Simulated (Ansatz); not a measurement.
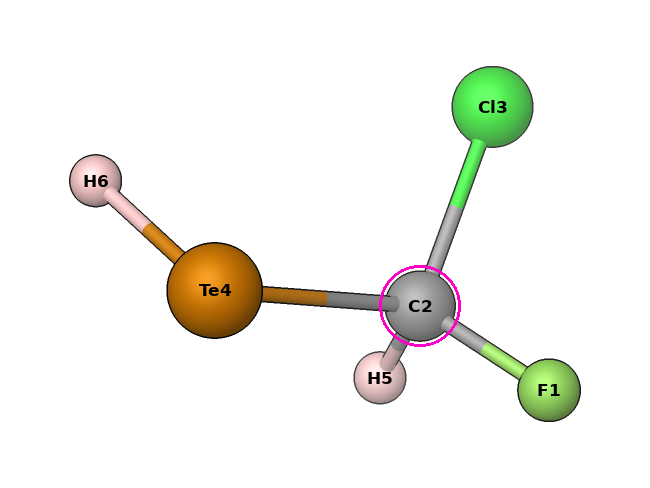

Atoms fade into the background with distance from the viewer. Circles mark the stereogenic atoms. The geometry was computed by an optimisation with PBE0-D4/def2-TZVP.

Q: Give the R/S and E/Z labels.

A: C2: R (priorities Te4 > Cl3 > F1 > H5).

Q: Write the isomeric SMILES.

A: F[C@H](Cl)[TeH]
